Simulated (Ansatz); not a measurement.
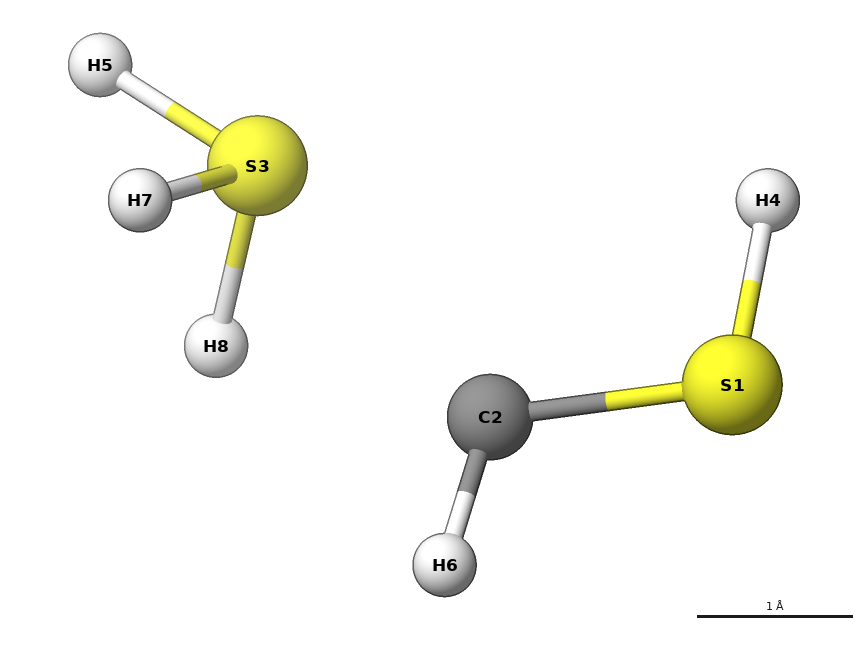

Atoms carry their numbers in the input. Charge +1, singlet. Computed geometry: PBE0-D4/def2-TZVP optimisation. No frequency run is at hand to confirm it as a minimum.

Which atoms are bonded, and how long are the bonds?

| bond | length (Å) |
| --- | --- |
| S1–C2 | 1.622 |
| S1–H4 | 1.358 |
| C2–H6 | 1.100 |
| S3–H5 | 1.381 |
| S3–H7 | 1.344 |
| S3–H8 | 1.344 |
